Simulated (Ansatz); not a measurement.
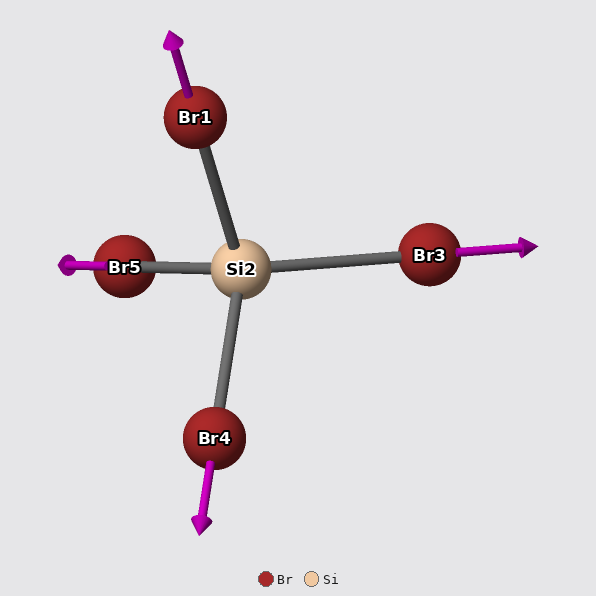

The arrows show one normal mode. Harmonic vibrations computed with RKS PBE0-D4/def2-TZVP (Ansatz 0.2.0) at a stationary point of the same level.

**What kind of motion is it?**

Mostly in-phase stretching of 4 Br–Si bonds.

**Estimate its harmonic wavenumber.**

249 cm⁻¹; it is mode 6 of 9 counted from the lowest.
